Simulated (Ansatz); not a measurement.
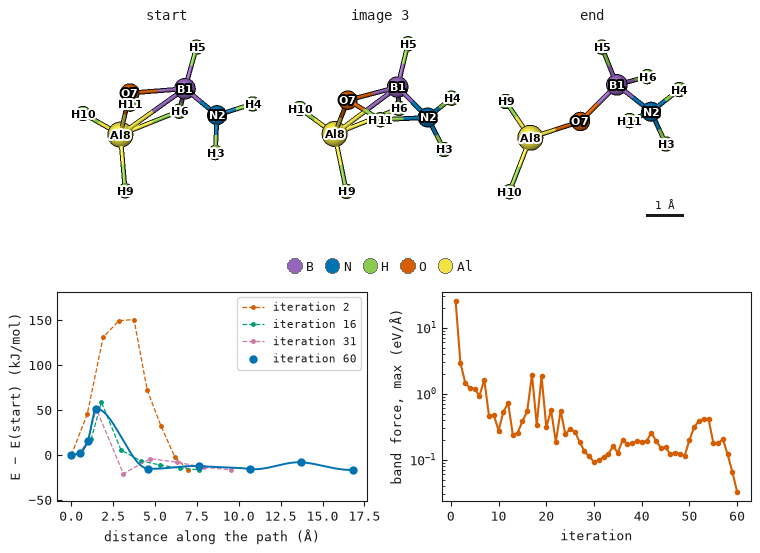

A nudged-elastic-band calculation for AlBNH7O. Images are numbered from 0 (start) to 8 (end). The plot follows the band through its iterations. The picture is a ball-and-stick view, seen at a tilt.

Method: RKS revPBE-D4/def2-SVP in Ansatz 0.2.0. Set-up: 7 movable images; climbing image; force threshold 0.05 eV/Å; iteration limit 60; starting path through a guess of the saddle point.

Did the band converge, and can the barrier be trusted?

Answer. The run is converged, with reservations. The band converged in 60 iterations. The largest component of the band force went from 25 to 0.033 eV/Å. The climbing image converged on the top of the path. Its vibrational analysis gives one imaginary mode (1277i cm⁻¹), as a transition state must have. The first iteration put the highest image at 577.4 kJ/mol. The energy climbs by 51.7 kJ/mol to image 3 and then falls by 68.0 kJ/mol, so the end point sits at −16.3 kJ/mol. The profile has 3 maxima (images 3, 5, 7) with a dip at image 4, 6 (−14.9 kJ/mol, −15.4 kJ/mol), so the process runs in steps.
